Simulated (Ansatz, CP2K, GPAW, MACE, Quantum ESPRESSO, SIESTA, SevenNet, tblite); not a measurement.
## tblite runs on twisted graphene double bilayer, 27.80° (104 atoms)

How do the settings of tblite change the result for twisted graphene double bilayer, 27.80° (104 atoms)? A plane-wave run serves as the yardstick.

Method: the method is named at each step, in tblite 0.8.0.

## (1) Set-up

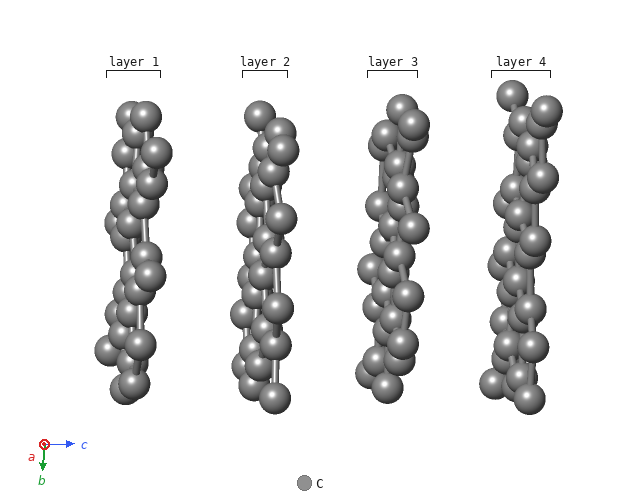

The starting structure, seen from the side, with the c axis across the page (carbon grey). Bonds to atoms that aren't drawn are left out. Some periodic images of atoms are drawn too.

The cell holds 104 atoms: 104 C. Cell: a = 8.870 Å, b = 8.870 Å, c = 24.180 Å, α = 90.0°, β = 90.0°, γ = 120.0°. It derives from C (graphene). Graphene (a = 2.46 Å) under graphene (a = 2.46 Å), double bilayer, commensurate cell of 13 unit cells a layer, twist 27.80 deg; facing planes 3.33, 3.52, 3.33 Å apart as built; 14 Å of vacuum; minimised with a classical potential. Then every atom was moved at random, 0.05 Å r.m.s. a Cartesian component. Regions: layer 1, 26 atoms (26 C); layer 2, 26 atoms (26 C); layer 3, 26 atoms (26 C); layer 4, 26 atoms (26 C). Vacuum lies along c.

The yardstick, on the same geometry:

```
method                 : Kohn-Sham DFT, PBE, PAW, plane waves (Ansatz 0.2.0); cutoff 420 eV, Γ point, fermi-dirac smearing of 0.05 eV; PAW set soft_2
r.m.s. force component : 2.963 eV/Å
longest force          : 12.69 eV/Å
SCF cycles             : 9
time                   : 9.9 s on 8 threads of Arm Neoverse V2, shared host
CPU time               : 73 s
```

## (2) GFN2-xTB

Method: GFN2-xTB tight binding, diagonalisation.

run.py reads:

```python
import numpy as np
from ase.io import read
from tblite.ase import TBLite

atoms = read("structure.xyz")
atoms.calc = TBLite(method="GFN2-xTB", electronic_temperature=580, accuracy=1.0, max_iterations=250, mixer_damping=0.1, verbosity=1)
energy = atoms.get_potential_energy()
forces = atoms.get_forces()
print(f"energy {energy:.6f} eV")
print("forces (eV/A)")
for i, (a, f) in enumerate(zip(atoms, forces)):
    print(f"{i:4d} {a.symbol:2s} {f[0]:10.5f} {f[1]:10.5f} {f[2]:10.5f}")
print("charges (e)")
print(np.array2string(atoms.get_charges(), precision=4, suppress_small=True, max_line_width=110, threshold=100000))
```

structure.xyz reads:

```xyz
104
Lattice="8.86970 0.00000 0.00000 -4.43485 7.68139 0.00000 0.00000 0.00000 24.18000" Properties=species:S:1:pos:R:3 pbc="T T T"
C 0.27567 1.43780 7.02598
C 1.33799 0.43707 7.02792
C -0.36574 3.62339 7.05476
C 0.69632 2.76015 6.93990
C -1.01190 6.20265 7.06757
C -0.03038 5.06042 7.08740
C 2.74318 0.80232 7.04629
C -0.63214 7.60442 7.07072
C 2.08269 3.17426 6.96577
C 2.97015 2.13504 6.94764
C 1.39560 5.51762 7.03179
C 2.37043 4.48562 7.03396
C 5.12842 0.26432 7.01534
C 1.68143 6.81508 7.01679
C 4.47082 2.56105 7.02115
C 5.41154 1.59950 7.04968
C 3.70257 4.84127 7.00567
C 4.77957 3.93402 7.06467
C 3.06036 7.30277 6.91959
C 3.99447 6.25065 6.99020
C 6.74856 1.93456 7.00857
C 7.83731 1.08023 7.02139
C 6.15273 4.36364 7.02647
C -1.66267 3.33011 7.03275
C -3.45395 6.72798 6.95489
C -2.31371 5.72824 7.10916
C 0.74270 2.69502 10.44987
C 1.69447 1.74014 10.45712
C -0.02967 5.12280 10.44673
C 0.98596 4.09372 10.39063
C -0.58833 7.51793 10.42545
C 0.29328 6.55107 10.35291
C 3.05725 2.16239 10.36040
C 4.15528 1.13577 10.32002
C 2.35863 4.51973 10.38120
C 3.40672 3.55380 10.39256
C 1.64994 6.90588 10.36645
C 2.69923 5.91421 10.41844
C 5.44440 1.69098 10.32027
C 6.44552 0.64938 10.39547
C 4.83279 3.83755 10.43488
C 5.90886 2.89704 10.47236
C 4.09904 6.26832 10.51032
C 5.13990 5.26267 10.46607
C 7.88042 1.02785 10.32486
C 4.41543 7.63330 10.45833
C -1.71274 3.33864 10.49194
C -0.72714 2.39951 10.45060
C -2.49012 5.75328 10.40248
C -1.37006 4.76054 10.47598
C 1.36092 0.44083 10.37902
C -1.99985 7.08286 10.39015
C 6.18546 0.76153 13.87956
C 5.75918 2.12606 13.66484
C 4.33804 2.65799 13.81718
C 4.06538 3.96029 13.74536
[... 44 atom lines left out ...]
C 5.75142 2.13750 17.11823
C 5.43141 3.52353 17.15644
C 4.09545 3.90668 17.15402
C 3.78705 5.37398 17.20020
```

Command:

```sh
$ OMP_NUM_THREADS=1 python run.py > output.txt
```

What it wrote:

```text
------------------------------------------------------------
  cycle        total energy    energy error   density error
------------------------------------------------------------
      1     -223.5958857820  -2.2832060E+02   1.5072948E-01
      2     -223.6040548166  -8.1690346E-03   1.3553000E-01
      3     -223.5725085066   3.1546310E-02   1.7216008E-02
      4     -223.6081737825  -3.5665276E-02   2.9017617E-03
      5     -223.6087556385  -5.8185599E-04   1.7151427E-03
      6     -223.6088389765  -8.3337988E-05   1.1908040E-03
      7     -223.6088352622   3.7143409E-06   5.4266960E-04
      8     -223.6088450528  -9.7906324E-06   9.1587370E-05
      9     -223.6088456146  -5.6176484E-07   5.1592115E-05
     10     -223.6088457798  -1.6528472E-07   2.8639740E-05
     11     -223.6088457794   4.6702553E-10   1.5856297E-05
------------------------------------------------------------
 total:                                   5.109 sec
energy -6084.706621 eV
forces (eV/A)
   0 C     3.84535   -1.32941   -0.53181
   1 C    -0.69210   -1.92024   -0.24929
   2 C     2.54513    5.69072   -0.22688
   3 C     0.69655   -0.20717    0.88607
   4 C     2.29845   -3.10728    0.49348
   5 C     0.79175    2.63463   -0.36198
   6 C    -3.06397   -0.21607   -0.30477
   7 C    -1.31791   -3.66094   -0.13814
   8 C    -3.96901   -2.80589   -0.12686
   9 C     5.89160    2.62699    0.72745
  10 C    -3.66624   -3.96401    0.29775
  11 C     0.64575    2.31463   -0.29029
  12 C     0.48761   -3.85065    0.31175
  13 C     1.21123    6.47563   -0.46833
  14 C    -4.78270    0.98235   -0.08930
  15 C     2.10559   -0.59183   -0.37400
  16 C     1.56979    2.46906    0.32101
  17 C     0.68846    0.04829   -0.59222
  18 C    -0.83528   -0.51346    1.22879
  19 C     3.24040    1.75615   -0.51209
  20 C     2.81272    3.45950    0.31207
  21 C    -2.45062   -4.68558   -0.57241
  22 C     1.25204   -0.82242    0.73076
  23 C    -5.86005   -1.09518    0.06409
[...]
96 C     4.59202    6.19411   -0.05033
  97 C    -7.14902  -10.09243    0.21184
  98 C     0.68091    1.56976    0.74237
  99 C     2.59046   -4.11730   -0.97454
 100 C     2.54742   -0.34613    0.50723
 101 C     1.30172    0.19513   -0.29691
 102 C    -0.26489    3.38600   -0.31256
 103 C    -3.45781   -4.11686   -0.57855
charges (e)
[ 0.0067 -0.0078  0.0121 -0.0014 -0.0044 -0.0229  0.0117  0.0082  0.008  -0.0044  0.0051  0.0111 -0.0005
  0.0013 -0.0104  0.0173  0.0044  0.006  -0.0117 -0.0047 -0.0011  0.006  -0.0055 -0.0051 -0.0189  0.0008
 -0.0025  0.0161 -0.002  -0.0018  0.0189  0.0103 -0.0153  0.001   0.     -0.0012 -0.006  -0.0031  0.0104
 -0.0219 -0.0096  0.023   0.001   0.0055 -0.0074 -0.0007  0.0097  0.0001  0.0064 -0.0115 -0.0036 -0.0157
  0.0065 -0.0197  0.0096 -0.0007  0.0047  0.0026  0.0048  0.0141  0.0089 -0.0152 -0.0008 -0.002  -0.0138
 -0.0042  0.002   0.0133 -0.0108 -0.0016 -0.0161  0.0179 -0.0077  0.0048 -0.0065 -0.005   0.0159 -0.0006
  0.0185  0.0057 -0.0096  0.0008 -0.0033  0.0119 -0.0091  0.0124 -0.0093 -0.0065  0.0146 -0.0112  0.0043
  0.0005  0.0194  0.011   0.0178 -0.0112 -0.014  -0.0126 -0.0191 -0.0023 -0.0095  0.0056  0.0022 -0.0074]
```

It took 5.6 s on 1 thread of Arm Neoverse V2, shared host; peak memory 0.13 GiB.

Banners, paths, timers and routine set-up lines are dropped from the logs unmarked, and long logs keep their key lines alone; longer cuts are marked.

Against the reference:

```
r.m.s. force component                  : 2.866 eV/Å
r.m.s. difference of force components   : 186.5 meV/Å
longest difference of force vectors     : 537.6 meV/Å
force difference over r.m.s. force      : 6.295 %
slope of forces against the reference's : 0.9658
correlation of force components         : 0.9985
```

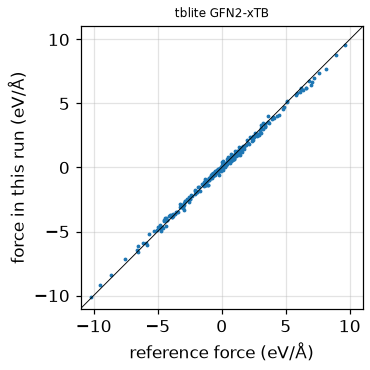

Force components against those of the reference; the line marks equality.

The surroundings of C98, which bears the longest force, nearest first, numbered as they follow in the input and with coordinates relative to it.

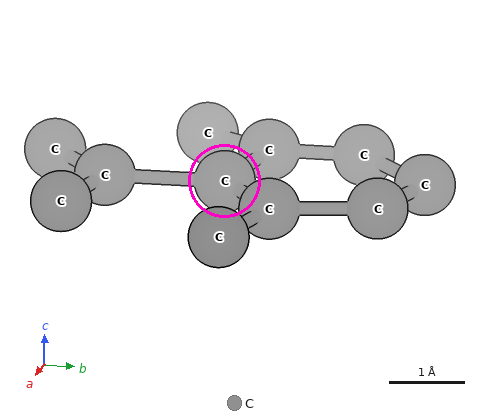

The atoms of the table, within 2.7 Å (arrows a, b, c point along x, y, z); some may hide others; the central atom is ringed.

| atom | x | y | z | distance (Å) | bonds | Mulliken charge (e) | Fx | Fy | Fz (eV/Å) |
| --- | --- | --- | --- | --- | --- | --- | --- | --- | --- |
| C98 | 0.00 | 0.00 | 0.00 | 0.00 | 3 | -0.01 | -7.15 | -10.09 | 0.21 |
| C95 | 0.94 | 0.82 | -0.03 | 1.25 | 3 | 0.02 | 7.39 | 6.05 | 0.14 |
| C79 | -1.48 | 0.28 | 0.03 | 1.50 | 3 | 0.02 | 7.67 | -4.55 | -0.28 |
| C97 | 0.27 | -1.59 | 0.01 | 1.61 | 3 | -0.01 | 4.59 | 6.19 | -0.05 |
| C80 | -1.73 | 1.53 | 0.00 | 2.31 | 3 | 0.01 | -3.68 | 9.60 | 0.64 |
| C96 | 0.67 | 2.24 | 0.03 | 2.34 | 3 | -0.01 | -2.93 | -0.29 | -1.06 |
| C90 | 2.36 | 0.44 | -0.04 | 2.40 | 3 | -0.01 | 1.15 | 1.07 | 0.48 |
| C92 | -2.31 | -0.74 | -0.09 | 2.43 | 3 | 0.00 | -6.16 | -3.15 | 0.81 |
| C104 | 1.72 | -1.87 | 0.05 | 2.54 | 3 | -0.01 | -3.46 | -4.12 | -0.58 |
| C86 | -0.72 | -2.49 | -0.01 | 2.59 | 3 | 0.01 | 0.79 | -3.73 | -0.22 |
| C101 | -0.75 | 2.58 | -0.03 | 2.69 | 3 | -0.01 | 2.55 | -0.35 | 0.51 |

Atoms are counted from 1 here, from 0 in the log.

Forces lie 6.3 % from the reference's, at 0.077 times its CPU time (on 1 against 8 cores).

## (3) GFN1-xTB

Method: GFN1-xTB tight binding, diagonalisation.

Changes to run.py since step 2:

```diff
@@ -5,3 +5,3 @@
 atoms = read("structure.xyz")
-atoms.calc = TBLite(method="GFN2-xTB", electronic_temperature=580, accuracy=1.0, max_iterations=250, mixer_damping=0.1, verbosity=1)
+atoms.calc = TBLite(method="GFN1-xTB", electronic_temperature=580, accuracy=1.0, max_iterations=250, mixer_damping=0.1, verbosity=1)
 energy = atoms.get_potential_energy()
```

structure.xyz is that of step 2.

What it wrote:

```text
------------------------------------------------------------
  cycle        total energy    energy error   density error
------------------------------------------------------------
      1     -220.5036705704  -2.2452117E+02   9.2110435E-01
      2     -220.5085202485  -4.8496781E-03   8.2891538E-01
      3     -220.4918608733   1.6659375E-02   2.6552105E-02
      4     -220.5106649136  -1.8804040E-02   1.0044799E-02
      5     -220.5120123100  -1.3473964E-03   3.5063401E-03
      6     -220.5124269296  -4.1461960E-04   7.1396713E-04
      7     -220.5124384029  -1.1473287E-05   2.1732975E-04
      8     -220.5124389925  -5.8961751E-07   9.4538564E-05
      9     -220.5124392357  -2.4323771E-07   2.7114621E-05
     10     -220.5124392428  -7.0710939E-09   1.4561168E-05
------------------------------------------------------------
 total:                                   1.249 sec
energy -6000.449107 eV
forces (eV/A)
   0 C     3.90531   -1.33130   -0.52620
   1 C    -0.70567   -1.98001   -0.25200
   2 C     2.57699    5.77016   -0.22905
   3 C     0.66657   -0.24062    0.83211
   4 C     2.34063   -3.17669    0.47681
   5 C     0.81115    2.66746   -0.35739
   6 C    -3.09883   -0.16510   -0.30239
   7 C    -1.30763   -3.67989   -0.14189
   8 C    -4.03796   -2.87615   -0.15508
   9 C     6.00786    2.65247    0.67394
  10 C    -3.73871   -3.98423    0.28956
  11 C     0.70065    2.32436   -0.28891
[...]
99 C     2.64726   -4.16000   -0.92577
 100 C     2.61753   -0.34869    0.50959
 101 C     1.31268    0.20824   -0.27695
 102 C    -0.24787    3.43700   -0.28662
 103 C    -3.49173   -4.19464   -0.54087
charges (e)
[ 0.007  -0.0077  0.0133 -0.0012 -0.0036 -0.0215  0.0093  0.0077  0.0075 -0.0032  0.0036  0.0097 -0.0017
  0.0015 -0.0121  0.0161  0.0048  0.0037 -0.011  -0.0023 -0.0007  0.0055 -0.0059 -0.004  -0.0156  0.0018
 -0.0017  0.0153 -0.0032 -0.0019  0.0176  0.0097 -0.0149 -0.0001 -0.0003 -0.002  -0.0044 -0.0018  0.0104
 -0.0192 -0.0105  0.0225  0.0013  0.0037 -0.0067 -0.0004  0.0078  0.0013  0.0073 -0.0118 -0.0022 -0.0166
  0.0055 -0.0201  0.0102 -0.0021  0.0029  0.0028  0.0054  0.0133  0.0092 -0.0135 -0.0007 -0.0026 -0.0144
 -0.003   0.0002  0.0139 -0.01   -0.0004 -0.0165  0.0174 -0.0086  0.0041 -0.0062 -0.0042  0.0147  0.0018
  0.0192  0.0054 -0.007  -0.002  -0.0037  0.0118 -0.007   0.012  -0.0075 -0.0069  0.0146 -0.0106  0.0026
 -0.0023  0.0179  0.0109  0.0177 -0.0105 -0.0136 -0.0126 -0.0196 -0.002  -0.0092  0.0058  0.0037 -0.0065]
```

Wall time 1.7 s (1 thread); peak memory 0.13 GiB.

Numbers from this run, and their distance from the reference:

| Quantity | Value |
| --- | --- |
| r.m.s. force component | 2.904 eV/Å |
| r.m.s. difference of force components | 169.8 meV/Å |
| longest difference of force vectors | 504.1 meV/Å |
| force difference over r.m.s. force | 5.729 % |
| slope of forces against the reference's | 0.9787 |
| correlation of force components | 0.9985 |

Against the first run (6.3 %), the force difference from the reference is 5.7 %, at 0.31 times the CPU time.

## (4) Side by side

Differences are against the plane-wave reference, forces as r.m.s. over components; share is that over the reference's r.m.s. force, slope the least-squares factor from reference forces to these. Total energies of different programs have different zeros and aren't compared.

| run | Δ force, r.m.s. (meV/Å) | share (%) | slope | cores | CPU time | memory (GiB) |
| --- | --- | --- | --- | --- | --- | --- |
| reference | - | - | - | 8 | 73 s | 1.7 |
| tblite GFN2-xTB | 187 | 6.30 | 0.966 | 1 | 5.6 s | 0.13 |
| tblite GFN1-xTB | 170 | 5.73 | 0.979 | 1 | 1.7 s | 0.13 |

CPU time is summed over cores on a shared host, where runs went side by side, so it is rough. Symmetry, cutoffs, thresholds, outputs and thread counts weren't matched or tuned between programs; memory under MPI is the largest rank's times the ranks.

## (5) Summary of results

```yaml
nearest_in_forces: tblite GFN1-xTB, 5.7 %
its_cpu_time: 1.7 s
```

What this shows: Tight binding differs by 5.7 % (tblite GFN1-xTB) to 6.3 % (tblite GFN2-xTB); it is another model, with fitted parameters of its own, and the xTB methods hold dispersion. Of the electronic-structure runs that take under half the reference's CPU time, tblite GFN1-xTB comes nearest, at 5.7 % in 1.7 s against 73 s. Periodic xTB results under one method name differ between programs and library versions. The reference's PBE has no dispersion term, which matters for the binding between molecules or layers. One k-point is far too coarse for the carbon or group-IV sheet, and it can put spurious forces of up to about 1 eV/Å on the sheet's atoms. The electronic-structure runs sample only Γ, in a cell whose shortest periodic width is 8 Å.

[Also dropped from logs without a mark: logging warnings of Python, and SIESTA's first energy breakdown and zero terms.]

[Logs are printed without paths, hosts, clocks, repeated set-up lines and the standing remarks that a program may print on its own settings, such as how far it seeks lower states.]

[Hosts, paths, dates, database ids (printed as entryN), source tags and the programs' standing remarks are cut or masked in the printed files.]
